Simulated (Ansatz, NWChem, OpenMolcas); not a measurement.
# Abstraction of F: MgHF + CH2I → MgH + CH2FI

Gas-phase species: MgHF `[F][MgH]`, singlet; CH2I `[CH2]I`, doublet; MgH, doublet; CH2FI (fluoroiodomethane) `FCI`, singlet. A radical takes F: the energy is the difference in strength between the Mg–F bond broken and the C–F bond made.

Shapes, held fixed at every level: PBE0-D4/def2-TZVP. Programs: Ansatz 0.2.0, NWChem 7.3.0, OpenMolcas 26.06. A level may come from different programs for different species; with the same settings they agree closely. The zero-point and thermal change to 298 K, harmonic and unscaled (PBE0-D4/def2-TZVP), is +9.7 kJ/mol.

```tsv
level	kind	ΔH(298 K) (kJ/mol)	less CCSD(T)/def2-TZVPP
HF/def2-SVP	Hartree–Fock	+153.3	+11.1
HF/def2-TZVPP	Hartree–Fock	+148.6	+6.4
SPW92/def2-TZVPP	LDA	+99.0	-43.2
PBE0/def2-SVP	global hybrid	+128.7	-13.5
r2SCAN0-D4/def2-TZVPP	global hybrid	+144.7	+2.5
CCSD(T)/def2-SVP	coupled cluster or CI	+143.5	+1.3
CCSD/def2-TZVPP	coupled cluster or CI	+146.4	+4.2
CCSD(T)/def2-TZVPP	coupled cluster or CI	+142.2	0.0
```

The highest level, CCSD(T)/def2-TZVPP, gives ΔH(298 K) = +142.2 kJ/mol; the levels span +99.0 to +153.3. The column of differences is taken from that level and isn't an error. No measured value is set beside it here. Open shells run unrestricted. For atoms past krypton def2 sets carry core potentials with scalar relativity. Outer-core shells of I, Mg are correlated, in sets that cover them unevenly. Sets without diffuse functions underbind ionic bonds of s-block metals.

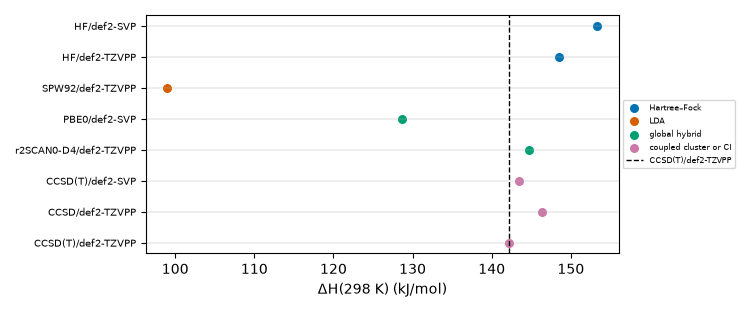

The values of the table, level by level.
